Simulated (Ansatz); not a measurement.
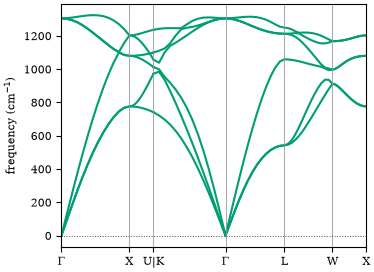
*Phonon dispersion of C (diamond, Fd-3m), DFT-PBEsol in the program Ansatz with PAW potentials; imaginary frequencies are drawn negative*

**Question.** Is this phase dynamically stable?

**Answer.** Yes, on this path no branch is imaginary.

**Question.** How high does the spectrum reach?

**Answer.** About 1300 cm⁻¹ (39.7 THz).

The PBEsol relaxation kept the symmetry of its start.

Potentials: the earlier of the program's two PAW sets. The files were generated under PBE; for other functionals the program regenerates the frozen cores, and for LDA and PBEsol the local potential too.
